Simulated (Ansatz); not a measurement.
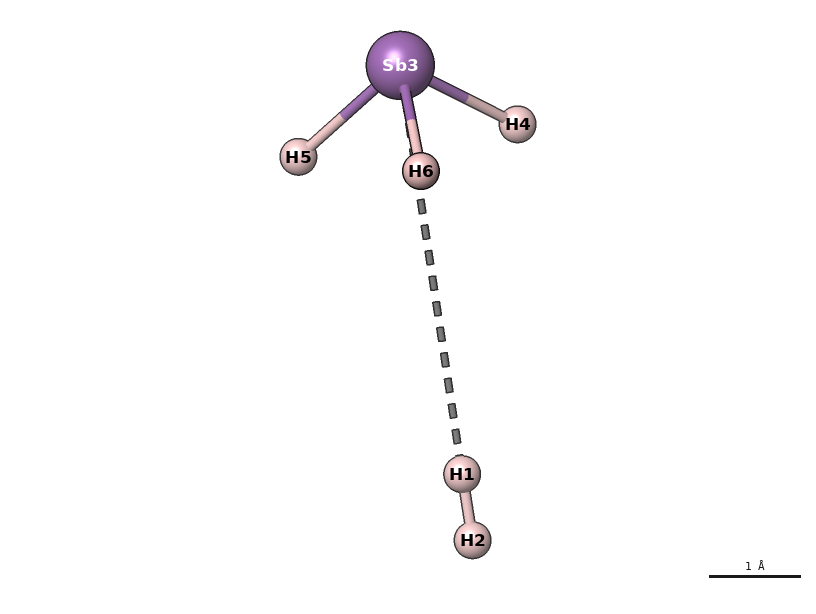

Two molecules or ions; the broken line marks their closest contact (measured against van der Waals radii). Geometry: a pair of rigid molecules at a changed separation. Program: Ansatz 0.2.0.

### Which two species are they?

H2 and SbH3 (`[H][H].[SbH3]`).

### How long is the contact?

H1···Sb3 is 4.61 Å.

Give the counterpoise-corrected interaction energy (kJ/mol, monomers kept as in the pair) with RHF-CCSD(T) (frozen core)/def2-TZVPPD; PBE0-D4/def2-TZVPPD; ωB97M-V/def2-TZVPPD.

| level | interaction energy (kJ/mol) |
| --- | --- |
| RHF-CCSD(T) (frozen core)/def2-TZVPPD | −0.7 |
| PBE0-D4/def2-TZVPPD | −1.0 |
| ωB97M-V/def2-TZVPPD | −0.7 |
